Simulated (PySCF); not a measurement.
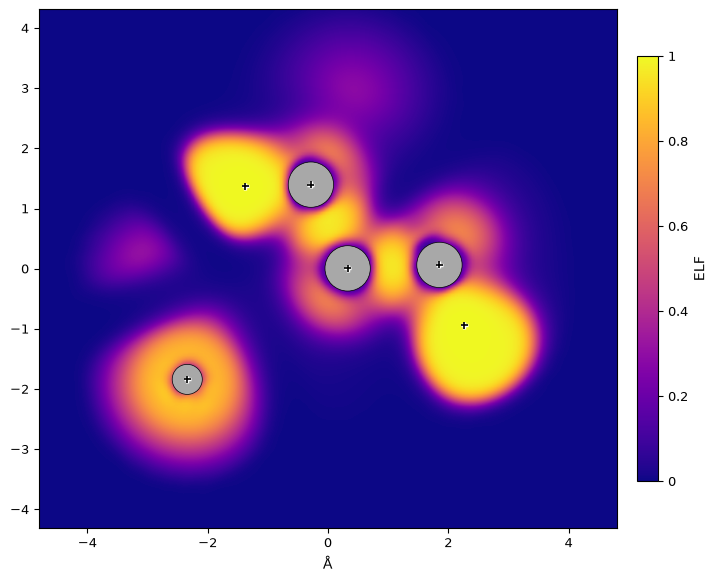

The ELF on a plane through atoms (crosses mark nuclei in the plane; grey discs cover the cores).

Level of theory: PBE0/pcSseg-1, SCF density, gas phase, non-relativistic (PySCF 2.14.0).

Candidates:
A. C₄H₇BO₂Si
B. C₄H₈Cl₂F₂Si

**Which system is this?**

Candidate B: C₄H₈Cl₂F₂Si on the plane of atoms C2, C1 and H10, which holds C, F and H. C–C (1.53 Å): the ELF peaks at about 0.95 between the atoms: a covalent bond.
